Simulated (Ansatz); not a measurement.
# BPH₃+ (triplet): one geometry, many settings

What do other methods and options give for BPH₃+ (triplet) at this geometry, and how long do they take?

Method: the settings change from run to run; program: Ansatz 0.2.0, Gaussian basis.

16 further runs of the same task are left out: 1 for a mislabelled method, 4 that didn't finish, 11 set aside as unsound or not needed.

### Step 1. The geometry

The geometry is a PBE0/def2-TZVP stationary point (not a proven minimum) of the parent state, kept for this charge and spin.

5 atoms, charge 1, spin multiplicity 3.

Atoms are counted from 1 here; the program's logs count them from 0.

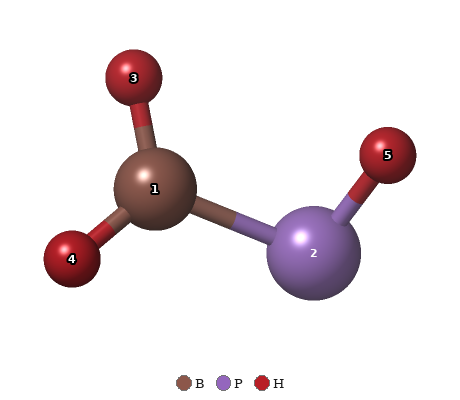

The geometry (boron brown, phosphorus purple, hydrogen red); atoms are numbered from 1 in the order of the file.

### Step 2. CCSD on ROHF/cc-pVDZ

Input file in.yaml:

```yaml
crystal:
  periodic: [false, false, false]
  atoms:
    - {symbol: B, position_ang: [0.028762, 0.050179, 1.315346]}
    - {symbol: P, position_ang: [-0.026262, -0.062559, -0.557827]}
    - {symbol: H, position_ang: [-0.342109, 1.049875, 1.859223]}
    - {symbol: H, position_ang: [0.329247, -0.899526, 1.976629]}
    - {symbol: H, position_ang: [0.511406, 1.233857, -0.802151]}
basis:
  gaussian: {orbitals: cc-pVDZ}
total_charge: 1
magnetization: {spin_polarized: false, initial_magnetization: 2}
correlation: {method: ccsd, electrons: all}
```

Started as:

```console
$ ansatz run in.yaml --threads 1 --pin off --events-out ev --progress --plain --max-ram 2393MiB
```

What it wrote, cut to the lines that bear on the results:

```text
Functional definition: HF
  name "HF"
  cite "Fock, Z. Phys. 61, 126 (1930) doi:10.1007/BF01340294"
  parent pbe
[...]
454 factors; integrals over basis functions are off by at most 1.0e-3 eV
[...]
mean field -9980.70477509 eV, -366.7841353198 hartree, gradient 1.3e-6 eV, S^2 2.000000; 0 other end points of the search recorded, 0 dependent functions left out
reference -9980.70477509 eV, -366.7841353198 hartree; 12, 10 occupied and 35, 37 virtual orbitals, 454 factors
second order -4.50558977 eV of doubles, -0.06079188 eV of singles
cycle   1  -5.29148354 eV  change   -7.2e-1 eV  update   6.8e-2
[...]
cycle  14  -5.60763906 eV  change    5.2e-6 eV  update   8.7e-6
Total energy: -9986.31241415 eV, -366.9902122542 hartree
```

Wall time 1.9 s (1 thread of Intel Xeon Platinum 8488C, shared host).

From the report: correlation -5.6076 eV; T1 0.022; largest double amplitude 0.03.

### Step 3. HF/6-31G

in.yaml, as its differences from that of step 2:

```diff
@@ -9,5 +9,6 @@
 basis:
-  gaussian: {orbitals: cc-pVDZ}
+  gaussian: {orbitals: 6-31G}
 total_charge: 1
-magnetization: {spin_polarized: false, initial_magnetization: 2}
-correlation: {method: ccsd, electrons: all}
+magnetization: {spin_polarized: true, initial_magnetization: 2}
+hamiltonian: {xc: hf}
+output: {forces: true, orbitals: {seedname: orbitals}}
```

Same command.

What it wrote, cut to the lines that bear on the results:

```text
Functional definition: HF
  name "HF"
  cite "Fock, Z. Phys. 61, 126 (1930) doi:10.1007/BF01340294"
  parent pbe
[...]
362 factors; integrals over basis functions are off by at most 2.5e-4 eV
[...]
mean field -9979.08514394 eV, -366.7246149731 hartree, gradient 2.2e-5 eV, S^2 2.011226; 0 other end points of the search recorded, 0 dependent functions left out
[...]
reference -9979.08514394 eV, -366.7246149731 hartree; 12, 10 occupied and 16, 18 virtual orbitals, 362 factors
Total energy: -9979.08514394 eV, -366.7246149731 hartree
Atom 0 at     0.028762     0.050179     1.315346 Å, force    -0.843343    -1.571106     3.772206 eV/Å
Atom 1 at    -0.026262    -0.062559    -0.557827 Å, force     0.595616     1.447428    -0.993104 eV/Å
Atom 2 at    -0.342109     1.049875     1.859223 Å, force     0.335051    -0.032915    -0.873372 eV/Å
Atom 3 at     0.329247    -0.899526     1.976629 Å, force     0.111159     0.443852    -0.557575 eV/Å
Atom 4 at     0.511406     1.233857    -0.802151 Å, force    -0.198483    -0.287260    -1.348155 eV/Å
Dipole moment:     0.021985     0.069635    -0.135100 e Å
```

Run time: 0.24 s. Hardware: 1 thread of Intel Xeon Platinum 8488C, shared host.

From the report: ⟨S²⟩ of the determinant 2.011 (pure triplet: 2.00).

### Step 4. CCSD on UHF/cc-pVDZ

in.yaml, as its differences from that of step 3:

```diff
@@ -9,6 +9,7 @@
 basis:
-  gaussian: {orbitals: 6-31G}
+  gaussian: {orbitals: cc-pVDZ}
 total_charge: 1
 magnetization: {spin_polarized: true, initial_magnetization: 2}
-hamiltonian: {xc: hf}
-output: {forces: true, orbitals: {seedname: orbitals}}
+correlation: {method: ccsd, electrons: outside_noble_gas}
+scf: {omitted_lower_state_checks: [cluster_reference]}
+output: {forces: true}
```

Launched as before.

What it wrote, cut to the lines that bear on the results:

```text
Functional definition: HF
  name "HF"
  cite "Fock, Z. Phys. 61, 126 (1930) doi:10.1007/BF01340294"
  parent pbe
[...]
454 factors; integrals over basis functions are off by at most 1.0e-3 eV
[...]
mean field -9980.80984893 eV, -366.7879967122 hartree, gradient 1.7e-6 eV, S^2 2.013799; 0 other end points of the search recorded, 0 dependent functions left out
6 core orbitals not correlated: weight in the atoms' cores, before any rotation towards them, 1.000 or more for the frozen orbitals, at most 0.000 for the correlated occupied ones
reference -9980.80984893 eV, -366.7879967122 hartree; 6, 4 occupied and 35, 37 virtual orbitals, 454 factors
second order -4.22740526 eV of doubles, -0.00000000 eV of singles
cycle   1  -4.96706443 eV  change   -7.4e-1 eV  update   6.7e-2
[...]
cycle  17  -5.27998213 eV  change    1.6e-7 eV  update   9.2e-7
[...]
Total energy: -9986.08983106 eV, -366.9820324767 hartree
Atom 0 at     0.028762     0.050179     1.315346 Å, force    -0.617157    -1.510063     2.766979 eV/Å
Atom 1 at    -0.026262    -0.062559    -0.557827 Å, force     0.416583     0.993504    -0.819410 eV/Å
Atom 2 at    -0.342109     1.049875     1.859223 Å, force     0.080703     0.655220    -0.623895 eV/Å
Atom 3 at     0.329247    -0.899526     1.976629 Å, force     0.241009    -0.142911    -0.229674 eV/Å
Atom 4 at     0.511406     1.233857    -0.802151 Å, force    -0.121138     0.004249    -1.094000 eV/Å
Dipole moment:     0.016662     0.082945    -0.084448 e Å
Checks for a lower state left out: cluster_reference
```

It took 2.1 s on 1 thread of Intel Xeon Platinum 8488C, shared host.

From the report: ⟨S²⟩ of the determinant 2.014 (pure triplet: 2.00); correlation -5.2800 eV; T1 0.024; largest double amplitude 0.03.

### Step 5. CCSDT(Q)/B on UHF/STO-3G

in.yaml, as its differences from that of step 4:

```diff
@@ -9,7 +9,6 @@
 basis:
-  gaussian: {orbitals: cc-pVDZ}
+  gaussian: {orbitals: STO-3G}
 total_charge: 1
 magnetization: {spin_polarized: true, initial_magnetization: 2}
-correlation: {method: ccsd, electrons: outside_noble_gas}
-scf: {omitted_lower_state_checks: [cluster_reference]}
-output: {forces: true}
+correlation: {method: ccsdt_q_b, electrons: outside_noble_gas}
+accuracy: high
```

Launched as before.

What it wrote, cut to the lines that bear on the results:

```text
Functional definition: HF
  name "HF"
  cite "Fock, Z. Phys. 61, 126 (1930) doi:10.1007/BF01340294"
  parent pbe
[...]
287 factors; integrals over basis functions are off by at most 1.3e-8 eV
[...]
mean field -9870.50454492 eV, -362.7343515577 hartree, gradient 7.8e-8 eV, S^2 2.008020; 0 other end points of the search recorded, 0 dependent functions left out
6 core orbitals not correlated: weight in the atoms' cores, before any rotation towards them, 1.000 or more for the frozen orbitals, at most 0.000 for the correlated occupied ones
reference -9870.50454492 eV, -362.7343515577 hartree; 6, 4 occupied and 5, 7 virtual orbitals, 287 factors
second order -1.47766504 eV of doubles, -0.00000000 eV of singles
cycle   1  -1.91142707 eV  change   -4.3e-1 eV  update   5.8e-2
[...]
cycle  29  -2.20944776 eV  change  -2.0e-11 eV  update   1.2e-9
perturbative correction -0.00078938 eV, -0.0000290091 hartree
Total energy: -9872.71478206 eV, -362.8155762742 hartree
```

It took 0.57 s on 1 thread of Intel Xeon Platinum 8488C, shared host.

From the report: ⟨S²⟩ of the determinant 2.008 (pure triplet: 2.00); correlation -2.2102 eV; T1 0.014; largest double amplitude 0.05.

### Step 6. BCCD(T)/cc-pVDZ

in.yaml, as its differences from that of step 5:

```diff
@@ -9,6 +9,6 @@
 basis:
-  gaussian: {orbitals: STO-3G}
+  gaussian: {orbitals: cc-pVDZ}
 total_charge: 1
-magnetization: {spin_polarized: true, initial_magnetization: 2}
-correlation: {method: ccsdt_q_b, electrons: outside_noble_gas}
-accuracy: high
+magnetization: {spin_polarized: false, initial_magnetization: 2}
+hamiltonian: {xc: {name: PBE0}, pseudopotentials: {relativity: scalar}}
+correlation: {method: bccd_t, electrons: valence, diis_vectors: 2}
```

Launched as before.

What it wrote, cut to the lines that bear on the results:

```text
Functional definition: PBE0
  name "PBE0"
  cite "Adamo & Barone, J. Chem. Phys. 110, 6158 (1999) doi:10.1063/1.478522"
  cite "Perdew, Burke & Ernzerhof, Phys. Rev. Lett. 77, 3865 (1996) doi:10.1103/PhysRevLett.77.3865"
  parent pbe
[...]
454 factors; integrals over basis functions are off by at most 1.0e-3 eV
[...]
mean field -10017.22558222 eV, -368.1262502271 hartree, gradient 5.6e-6 eV, S^2 2.000000; 2 other end points of the search recorded, 0 dependent functions left out
6 core orbitals not correlated: weight in the atoms' cores, before any rotation towards them, 1.000 or more for the frozen orbitals, at most 0.000 for the correlated occupied ones
reference -10000.33067955 eV, -367.5053740058 hartree; 6, 4 occupied and 35, 37 virtual orbitals, 454 factors
second order -4.60206903 eV of doubles, -0.26601272 eV of singles
cycle   1  -5.48529970 eV  change   -6.2e-1 eV  update   6.0e-2
[...]
cycle  17  -5.71979365 eV  change    1.1e-6 eV  update   9.9e-6
perturbative correction -0.15148833 eV, -0.0055670935 hartree
Total energy: -10006.20196153 eV, -367.7211396389 hartree
Relativity: scalar
```

Run time: 2.2 s. Hardware: 1 thread of Intel Xeon Platinum 8488C, shared host.

From the report: correlation -5.8713 eV; largest double amplitude 0.03.

### Step 7. All runs side by side

Where basis and cores are those of an earlier UCCSDT(Q)/cc-pVDZ run (-9986.2722 eV), and the state is the same kind, the miss against it is given.

```csv
level,correlated,functions,energy (eV),from UCCSDT(Q) (meV),time
CCSD on ROHF/cc-pVDZ,all,47,-9986.3124,,1.9 s
HF/6-31G,,28,-9979.0851,,0.24 s
CCSD on UHF/cc-pVDZ,outside noble gas,47,-9986.0898,182.4,2.1 s
CCSDT(Q)/B on UHF/STO-3G,outside noble gas,17,-9872.7148,,0.57 s
"BCCD(T)/cc-pVDZ (on PBE0 orbitals, relativity set)",valence,47,-10006.2020,,2.2 s
```

### Step 8. Outcome

| quantity | value |
| --- | --- |
| runs | 5 |
| quickest | HF/6-31G, 0.24 s |
| slowest | BCCD(T)/cc-pVDZ (on PBE0 orbitals, relativity set), 2.2 s |

In words: Total energies in different bases, with other cores or another treatment of relativity can't be set against each other. BCCD(T)/cc-pVDZ (on PBE0 orbitals, relativity set) took 9 times as long as HF/6-31G; the jobs differ in more than the method.
